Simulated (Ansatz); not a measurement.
# Lattice dynamics of SnH (built on the sites of a database entry of ZrH), part 2 of 2

How does SnH (built on the sites of a database entry of ZrH) vibrate, and is this structure a minimum?

Ansatz 0.2.0; DFT LDA, scalar-relativistic, plane waves, norm-conserving pseudopotentials.

So far. Step 4 (Relaxing to small forces for the phonons): The forces vanish by symmetry and the pressure is -0.006 GPa, within the tolerances set. The cell now holds 15.80 Å³/atom. Step 5 (Linear response at the zone centre): Before it was imposed, the acoustic sum rule was missed by 1.4e-5 eV/Å². Small misses are needed for a sound result but don't prove that mesh and cutoff are converged. The relaxed cell has a = 3.204, c = 6.153 Å (conventional setting).

The structure was built from a prototype and need not be the compound's stable phase.

## 6. Response at finite wavevector

Stability and thermal properties need the whole zone. Linear response on a 2×2×2 q mesh gives force constants as far as a supercell of that size would.

File input.yaml:

```yaml
crystal:
  lattice:
    - [3.2044336889, 0.0, 0.0]
    - [0.0, 3.2044336889, 0.0]
    - [0.0, 0.0, 6.1531286746]
  atoms:
    - { symbol: Sn, position: [0.0, 0.5, 0.0] }
    - { symbol: Sn, position: [0.5, 0.0, 0.5] }
    - { symbol: H, position: [0.0, 0.0, 0.75] }
    - { symbol: H, position: [0.0, 0.0, 0.25] }
kpoints:
  mp_grid: { grid: [12, 12, 8] }
hamiltonian:
  xc: lda
  pseudopotentials: { kind: nc }
scf:
  occupations: { method: methfessel_paxton, width: 0.2 }
output:
  eigenvalues: true
phonons:
  method: dfpt
  qmesh: [2, 2, 2]
  temperatures: { t_max: 1000, t_step: 50 }
  qpath:
    path:
      - [[0.0, 0.0, 0.0], [0.0, 0.5, 0.0], [0.5, 0.5, 0.0], [0.0, 0.0, 0.0], [0.0, 0.0, 0.5], [0.0, 0.5, 0.5], [0.5, 0.5, 0.5], [0.0, 0.0, 0.5]]
      - [[0.0, 0.5, 0.0], [0.0, 0.5, 0.5]]
      - [[0.5, 0.5, 0.0], [0.5, 0.5, 0.5]]
    npoints: 10
```

Started as:

```sh
$ ansatz run input.yaml --threads 8 --pin off --max-ram 14336MiB --backend cpu --events-out ev --progress --plain --runs-dir out
```

Output:

```text
Warning: phonons: the dynamical matrix that this run interpolates holds no multipole term above the dipole-dipole one, and a site of this crystal is no centre of inversion, so its interpolated transverse optical and acoustic branches and sound speeds can stay off near Gamma, and the density of states and the thermodynamics with them. What a run solves at a wave vector of phonons.qpoints, Gamma apart, where the deck admits one, is free of this, and under fd what a larger phonons.supercell samples
[...]
Crystal: 4 atoms, lattice volume = 63.183 Å³
Basis set: ecut = 1006.821291 eV, 4587 PW (Γ), exchange–correlation on 72×72×128 points (8 copies of the dense FFT grid, shifted against one another)
Bands: 19, of which v1, the nominal top of the filled ones, is band 15 counted from 1 (14 counted from 0)
Symmetry: 16 space group operations
k-points: 140 of 1152
[...]
SCF iter   1: F=—  HF=-4306.533802 eV  |F-HF|=—  |Δ(HF+E_count)|=         —  Δρ=3.64e-2  dr2=9.69e-1  ethr=3.10e-3  ⟨swp⟩=6.2  Hψ=26967  notcnv=0  defer=12
[...]
SCF iter  10: F=-4306.191725 eV  HF=-4306.191725 eV  |F-HF|=1.82e-12  |Δ(HF+E_count)|=  9.09e-13  S|Δr|=    0.00e0  Δρ=6.22e-8  dr2=2.61e-12  ethr=1.00e-12  ⟨swp⟩=13.2  Hψ=18803  notcnv=0
SCF 1 converged in 10 iterations: F = -4306.191725 eV  dr2 = 2.61e-12
[...]
SCF iter   3: F=-4306.191725 eV  HF=-4306.191725 eV  |F-HF|=4.55e-12  |Δ(HF+E_count)|=  2.73e-12  S|Δr|=    0.00e0  Δρ=1.17e-7  dr2=5.68e-12  ethr=1.00e-12  ⟨swp⟩=4.5  Hψ=7464  notcnv=0
SCF 2 converged in 3 iterations: F = -4306.191725 eV  dr2 = 5.68e-12
phonons: the bands overlap, so this run is a metal and interpolates without the dipole-dipole term. If the crystal is really an insulator or semiconductor, its LO-TO splitting is missing
NSCF: frozen V_eff on 140 k-points
[...]
DFPT response loops at q = (0, 0, 0) (fractional): preconditioner auto → Kerker (q_TF=auto, 2.410 Å⁻¹) (partly filled bands, converged f_vac=0.000); β = 1.00, the filter's whole step (`scf.mixing.beta` (0.50) is not read by the response loops under this deck's `scf.mixing.preconditioner`; to damp them name `kerker` or `kerker_dos`, under which they read `scf.mixing.beta`, and type it under 1.00, their step now; both keys bind the ground state too); Broyden in place of MSR1
[...]
SCF converged after 10 iterations
[...]
Free energy (F): -4306.191725 eV
[...]
Internal energy: -4306.192801 eV  (E = F + TS)
E sigma→0 (E₀):  -4306.191994 eV
Entropy (-TS):   0.001076 eV (0.269 meV/atom)
Fermi energy:    9.722162 eV
[...]
--- Band table (eV; the first three rows and the last of 140) ---
  k-point 0: bands = [... 11 lower, 1.4735, 2.3186, 11.0793, 13.1863, 13.1863, 13.3545, 14.6511, 15.9182, ... 4 higher]
  k-point 1: bands = [... 11 lower, 0.8662, 3.0438, 10.6181, 13.2518, 13.2518, 13.3641, 14.5675, 15.7218, ... 4 higher]
  k-point 2: bands = [... 11 lower, 0.0854, 4.1759, 9.5150, 13.4396, 13.4461, 13.4461, 14.3544, 15.2586, ... 4 higher]
  k-point 139: bands = [... 11 lower, 4.2930, 5.2505, 5.2505, 8.0426, 8.0426, 10.0460, 10.0460, 12.7078, ... 4 higher]
--- Phonons (Γ-DFPT): 5 representative perturbations + reference (Σ response iterations 14) ---
  ASR residual: 7.397e-6 → 0.000e0 eV/Å²; symmetrization residual: 7.425e-7 eV/Å²
  ASR residual per site (eV/Å²): 7.40e-6 7.40e-6 4.66e-6 4.66e-6
[...]
--- Phonons (arbitrary-q DFPT): 6 irreducible q on the 2×2×2 mesh ---
  q = [0.0000, 0.0000, 0.0000] (star 1, of the zone-centre solve; hermiticity 4.97e-7, symmetrization 1.90e-14): -21.76 -21.76 -0.00 -0.00 0.00 109.61 109.61 115.02 232.33 379.58 502.73 502.73
  q = [0.0000, 0.0000, -0.5000] (star 1, 5 solved perturbations in 1120 linear systems a pass and spin channel, the states on 245 of 1152 k-point pairs; hermiticity 1.97e-7, symmetrization 2.55e-9, the responses' own estimated error 8.4e-6 eV/Å²): -72.44 -72.44 10.48 10.48 55.34 55.34 77.94 77.94 434.32 434.32 510.40 510.40
  q = [0.0000, -0.5000, 0.0000] (star 2, 9 solved perturbations on 245 of 1152 k-point pairs; hermiticity 5.80e-8, symmetrization 3.18e-14, the responses' own estimated error 9.5e-6 eV/Å²): -539.83 -30.81 29.95 41.38 76.41 80.60 92.51 190.37 305.90 473.81 593.90 599.23
[...]
sum rule: each row above includes the acoustic sum rule's correction from the zone centre's row sums; it moved no ω² by more than (1.12 cm⁻¹)²
  mesh force constants: q→R imaginary residual 8.68e-18; ASR residual 7.397e-6 → 0.000e0 eV/Å²; symmetrization residual 2.220e-15 eV/Å²
  interpolated dispersion: 93 rows × 12 modes
  density of states and harmonic sums: on the 20×20×10 q-mesh, interpolated from the force constants of a 2×2×2 supercell (no non-analytic term)
  largest difference from the sums on the solved wave vectors: F 2.01e-1 eV, S 2.77e-4 and C_V 8.60e-5 eV/K
  zero-point energy: 0.140127 eV/cell   skipped modes (ω ≤ 0): 747, of them read as no rigid motion or as one in doubt: 744 (1.846e0 modes/cell left out, lowest -1086.81 cm⁻¹)   left out of the sums: 1.54e-1 of the cell's modes: C_V's classical limit lies that fraction below 3 k_B per atom; for a crystal, a wire or a layer, F and S can be off by more, and a phonons.interpolated_qmesh denser along its periods is the remedy for the sampling
```

Elapsed: 4.6 min, on 8 threads of AMD EPYC 7R43, shared host; peak memory 2.6 GiB; 35 min of CPU time.

Numbers from this step:

* sum-rule residual before enforcement: 7.40e-6 eV/Å²
* lowest frequency on the path: -1087 cm⁻¹
* highest frequency on the path or at a solved wavevector: 766.4 cm⁻¹
* lowest mode on the q mesh (acoustic modes at Γ apart): -1087 cm⁻¹

Frequencies (cm⁻¹) solved at each irreducible wavevector; negative means imaginary. Frequencies by wavevector, by row:

```tsv
q in reciprocal lattice units	star	mode 1	mode 2	mode 3	mode 4	mode 10	mode 11	mode 12
0 0 0	1	-21.8	-21.8	0	0	379.6	502.7	502.7
0 0 -0.5	1	-72.4	-72.4	10.5	10.5	434.3	510.4	510.4
0 -0.5 0	2	-539.8	-30.8	29.9	41.4	473.8	593.9	599.2
0 -0.5 -0.5	2	-198.7	-159.3	-30.5	46.1	398.6	595.4	660
-0.5 -0.5 0	1	-1087	-200.6	-200.6	50.1	475	475	753.8
-0.5 -0.5 -0.5	1	-351.1	-351.1	46.5	46.5	442.2	482.3	482.3
```

Interpolated from a 2×2×2 q mesh, rough between the solved points. Phonon branches along the path, in cm⁻¹:

```tsv
point	branch 1	branch 2	branch 3	branch 4	branch 9	branch 10	branch 11	branch 12
Γ	-22	-22	0	0	232	380	503	503
X	-540	-31	30	41	306	474	594	599
M	-1087	-201	-201	50	128	475	475	754
Γ	-22	-22	0	0	232	380	503	503
Z	-72	-72	10	10	434	434	510	510
R	-199	-159	-30	46	212	399	595	660
A	-351	-351	46	46	442	442	482	482
Z	-72	-72	10	10	434	434	510	510
jump to X	-540	-31	30	41	306	474	594	599
R	-199	-159	-30	46	212	399	595	660
jump to M	-1087	-201	-201	50	128	475	475	754
A	-351	-351	46	46	442	442	482	482
```

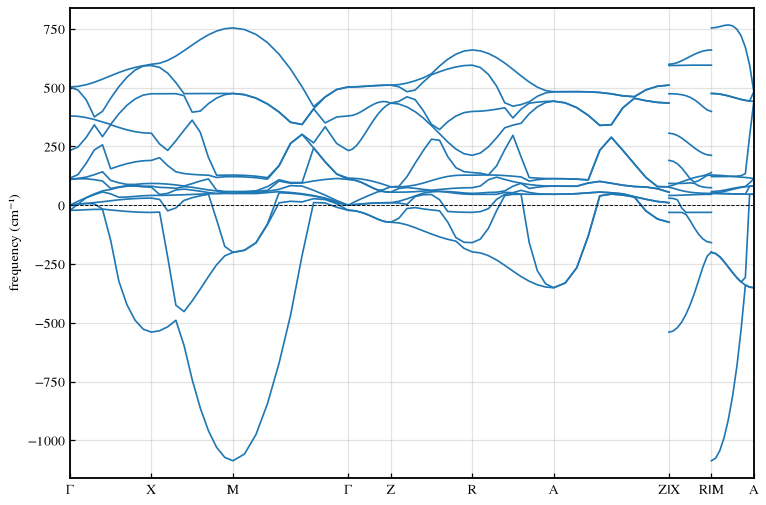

Phonon branches along the path.

The phonon density of states has structure finer than the step of the table below, so its rows give means over 100 cm⁻¹, whole bins alone (the curve runs from -1090 to 770 cm⁻¹). Peaks (cm⁻¹: height): 50.0: 0.0718, 430.0: 0.0148.

Tetrahedra on a 20×20×10 mesh, mean over bins of 20 cm-1. Interpolated from a 2×2×2 q mesh, rough between the solved points. Phonon density of states against wavenumber; means over each step:

```tsv
wavenumber (cm⁻¹)	phonon density of states (1/cm⁻¹/cell)
-1000	1.5e-4
-900	2.4e-4
-800	3.1e-4
-700	3.8e-4
-600	4.4e-4
-500	9.7e-4
-400	0.00167
-300	0.00307
-200	0.00267
-100	0.00381
0	0.0229
100	0.0373
200	0.00827
300	0.00745
400	0.0130
500	0.00904
600	0.00633
700	0.00189
```

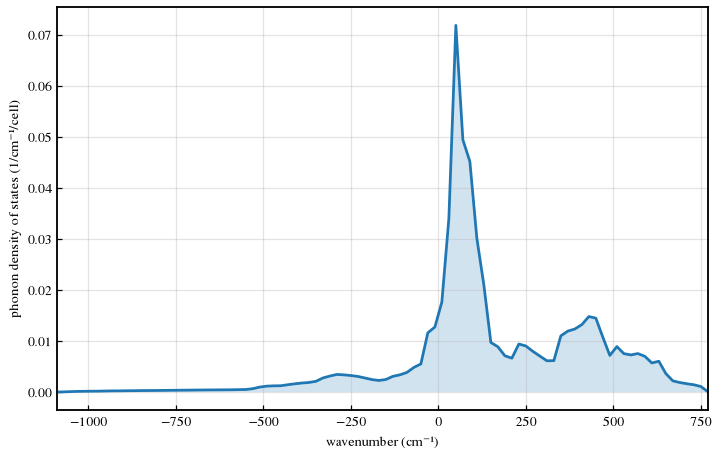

Phonon density of states, plotted against wavenumber.

The partial phonon density of states has structure finer than the step of the table below, so its rows give means over 200 cm⁻¹, whole bins alone (the curve runs from -1087 to 796 cm⁻¹). Peaks (cm⁻¹: height): H -281.8: 0.00372, 251.1: 0.0083, 440.5: 0.0139; Sn 49.8: 0.0615.

Phonopy on the run's constants, 17x17x9 mesh, Gaussian sigma 13.4 cm-1. Interpolated from a 2×2×2 q mesh, rough between the solved points. Table of partial phonon density of states by wavenumber; means over each step; values in 1/cm⁻¹/cell:

```tsv
wavenumber (cm⁻¹)	H	Sn
-800	3.2e-4	0
-600	5.1e-4	0
-400	0.00192	1.7e-5
-200	0.00252	3.0e-4
0	0.00127	0.0240
200	0.00622	0.00563
400	0.0110	4.3e-5
600	0.00569	4.7e-6
```

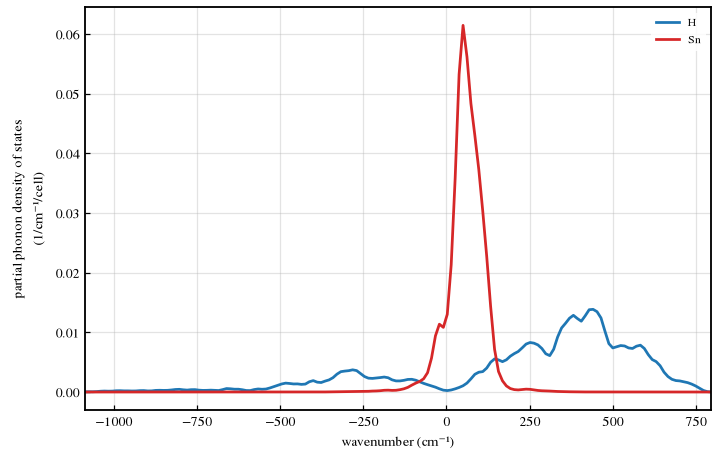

Partial phonon density of states against wavenumber.

Symmetry leaves 6 wavevectors to solve. The lowest mode among them, the acoustic zeros apart, lies at q = (-0.5, -0.5, 0) and is imaginary, 1086.8i cm⁻¹, so the energy falls along it.

## 7. Isotope substitution, element H, natural mass 1.008 amu

An isotope changes the mass and not the force constants, so no new electronic calculation is needed; the shifts show which modes move this element.

The same force constants with the mass of H changed from 1.008 to 2.014 u (phonopy, no LO-TO term). Both lists are sorted by frequency; levels can cross, so a row need not hold one and the same mode. Modes under 3 cm⁻¹ are left out. Isotope shifts, by row, the first 40 of 45 rows:

```tsv
q	rank	natural mass (cm⁻¹)	changed mass (cm⁻¹)
0 0 0	1	-21.76	-21.07
0 0 0	2	-21.76	-21.07
0 0 0	6	109.6	80.43
0 0 0	7	109.6	80.43
0 0 0	8	115	115
0 0 0	9	232.3	165.1
0 0 0	10	379.6	268.5
0 0 0	11	502.7	355.6
0 0 0	12	502.7	355.6
0 0 -0.5	1	-72.44	-59.52
0 0 -0.5	2	-72.44	-59.52
0 0 -0.5	3	10.48	10.48
0 0 -0.5	4	10.48	10.48
0 0 -0.5	5	55.34	47.65
0 0 -0.5	6	55.34	47.65
0 0 -0.5	7	77.94	77.93
0 0 -0.5	8	77.94	77.93
0 0 -0.5	9	434.3	307.3
0 0 -0.5	10	434.3	307.3
0 0 -0.5	11	510.4	361.1
0 0 -0.5	12	510.4	361.1
0 -0.5 0	1	-539.8	-382.2
0 -0.5 0	2	-30.81	-30.81
0 -0.5 0	3	29.95	29.73
0 -0.5 0	4	41.38	41.34
0 -0.5 0	5	76.41	75.34
0 -0.5 0	6	80.6	76.33
0 -0.5 0	7	92.51	92.49
0 -0.5 0	8	190.4	135.7
0 -0.5 0	9	305.9	231.5
0 -0.5 0	10	473.8	335.3
0 -0.5 0	11	593.9	420.1
0 -0.5 0	12	599.2	424.4
0 -0.5 -0.5	1	-198.7	-152.3
0 -0.5 -0.5	2	-159.3	-120.1
0 -0.5 -0.5	3	-30.54	-30.54
0 -0.5 -0.5	4	46.13	46.07
0 -0.5 -0.5	5	50.14	48.55
0 -0.5 -0.5	6	74.3	69.71
0 -0.5 -0.5	7	127.5	119.1
```

A mode of this element alone would shift by -29.26 %. The highest zone-centre frequency without the field goes from 502.7 to 355.6 cm⁻¹ (-29.3 %).

## 8. Isotope substitution, element Sn, natural mass 118.71 amu

The same for Sn, from 118.71 to 123.91 u.

The same force constants with the mass of Sn changed from 118.710 to 123.905 u (phonopy, no LO-TO term). Both lists are sorted by frequency; levels can cross, so a row need not hold one and the same mode. Modes under 3 cm⁻¹ are left out. Isotope shifts, by row, the first 40 of 45 rows:

```tsv
q	rank	natural mass (cm⁻¹)	changed mass (cm⁻¹)
0 0 0	1	-21.76	-21.33
0 0 0	2	-21.76	-21.33
0 0 0	6	109.6	109.4
0 0 0	7	109.6	109.4
0 0 0	8	115	112.6
0 0 0	9	232.3	232.3
0 0 0	10	379.6	379.6
0 0 0	11	502.7	502.7
0 0 0	12	502.7	502.7
0 0 -0.5	1	-72.44	-71.8
0 0 -0.5	2	-72.44	-71.8
0 0 -0.5	3	10.48	10.25
0 0 -0.5	4	10.48	10.25
0 0 -0.5	5	55.34	54.65
0 0 -0.5	6	55.34	54.65
0 0 -0.5	7	77.94	76.29
0 0 -0.5	8	77.94	76.29
0 0 -0.5	9	434.3	434.3
0 0 -0.5	10	434.3	434.3
0 0 -0.5	11	510.4	510.4
0 0 -0.5	12	510.4	510.4
0 -0.5 0	1	-539.8	-539.8
0 -0.5 0	2	-30.81	-30.16
0 -0.5 0	3	29.95	29.33
0 -0.5 0	4	41.38	40.5
0 -0.5 0	5	76.41	74.8
0 -0.5 0	6	80.6	79.11
0 -0.5 0	7	92.51	90.55
0 -0.5 0	8	190.4	190.3
0 -0.5 0	9	305.9	305
0 -0.5 0	10	473.8	473.8
0 -0.5 0	11	593.9	593.9
0 -0.5 0	12	599.2	599.2
0 -0.5 -0.5	1	-198.7	-197.8
0 -0.5 -0.5	2	-159.3	-158.8
0 -0.5 -0.5	3	-30.54	-29.9
0 -0.5 -0.5	4	46.13	45.16
0 -0.5 -0.5	5	50.14	49.14
0 -0.5 -0.5	6	74.3	72.96
0 -0.5 -0.5	7	127.5	125.1
```

A mode of this element alone would shift by -2.12 %. The highest zone-centre frequency without the field goes from 502.7 to 502.7 cm⁻¹ (+0.0 %).

## 9. Results

```yaml
space_group_after_relaxation_within_0p01_a: P4_2/mmc
volume_per_atom: 15.8 Å³
electronic_character: no gap on this mesh
highest_optical_mode_at_the_zone_centre_no_lo_to_term: 503 cm⁻¹
lowest_optical_zone_centre_mode: -21.8 cm⁻¹
lowest_mode_on_the_q_mesh_acoustic_modes_at_gamma_apart: -1087 cm⁻¹
highest_frequency_on_the_path_or_at_a_solved_wavevector: 766 cm⁻¹
imaginary_modes_on_the_2x2x2_q_mesh: yes
```

What this shows: Modes are clearly imaginary (beyond 10i cm⁻¹) at 6 of the 6 irreducible wavevectors, most at q = (-0.5, -0.5, 0) (1086.8i cm⁻¹), so this structure is not a minimum of the energy. The optical modes at Γ span -22 to 503 cm⁻¹ (negative means imaginary). The highest mode in this list at Γ, 502.7 cm⁻¹, is mostly motion of H (100 % of the kinetic energy). The q mesh stands for a supercell only 6.4 Å across, so branches between the solved wavevectors are rough. With no gap, or one that is small against the smearing, the frequencies hang on the k mesh and the smearing, most of all near Kohn anomalies. Spin-orbit coupling is left out, which can matter for the heavy elements here. The starting cell was built on a prototype and not taken from a measurement, so the phase need not exist. These are harmonic frequencies at zero temperature: anharmonic shifts, linewidths and thermal expansion are left out.

[Logs are printed without paths, hosts, clocks, repeated set-up lines and the standing remarks that a program may print on its own settings, such as how far it seeks lower states.]

[Hosts, paths, dates, database ids (printed as entryN), source tags and the programs' standing remarks are cut or masked in the printed files.]
